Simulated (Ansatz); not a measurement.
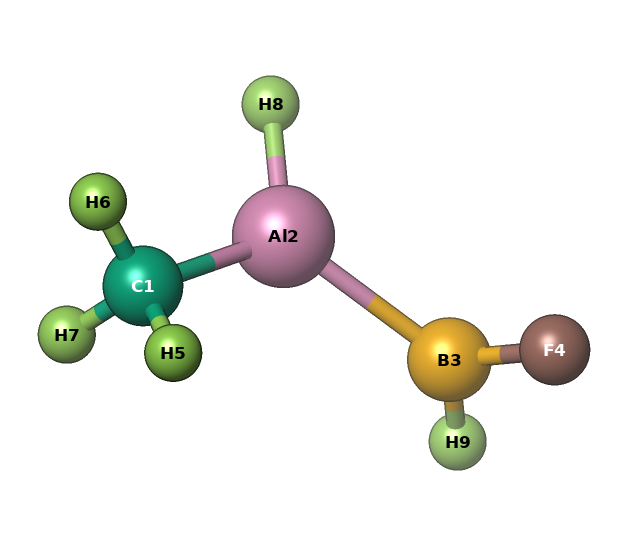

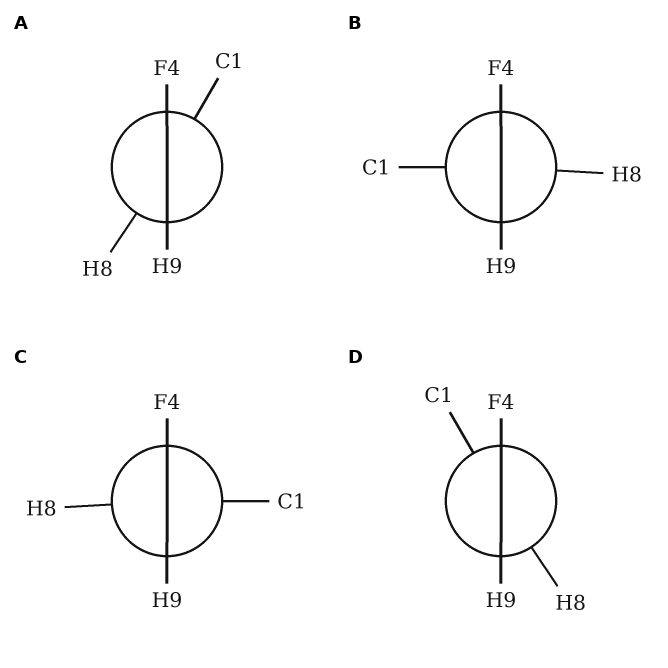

Atoms fade into the background with distance from the viewer. Bonds that would overlap in a projection are set slightly apart. The geometry was computed by an optimisation with PBE0-D4/def2-TZVP. No frequency run is at hand to confirm it as a minimum.

> Which Newman projection shows the view along B3–Al2, with B3 in front?

B. The torsion angle F4–B3–Al2–C1 is −90°, about perpendicular.
